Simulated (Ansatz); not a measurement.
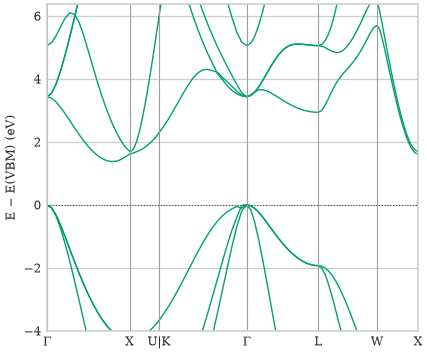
Figure. Band structure from DFT-r²SCAN in the program Ansatz with PAW potentials

**Question.** Read off the gap and where the band edges lie.

**Answer.** About 1.4 eV (1.37 eV by a search for the band edges); maximum at Γ, minimum on the Γ–X line, 79 % of the way from Γ.

**Question.** Pick the material that matches.
(A) ZnSe, zinc blende
(B) BAs, zinc blende
(C) GaAs, zinc blende
(D) GaSb, zinc blende

**Answer.** B, BAs, zinc blende

Space group F-43m (zinc blende). The r²SCAN relaxation kept the symmetry of its start; phonons on a q-mesh show no instability. Scalar-relativistic: spin–orbit coupling is off unless named, which matters more the heavier the elements.

Potentials: the later of the program's two PAW sets.
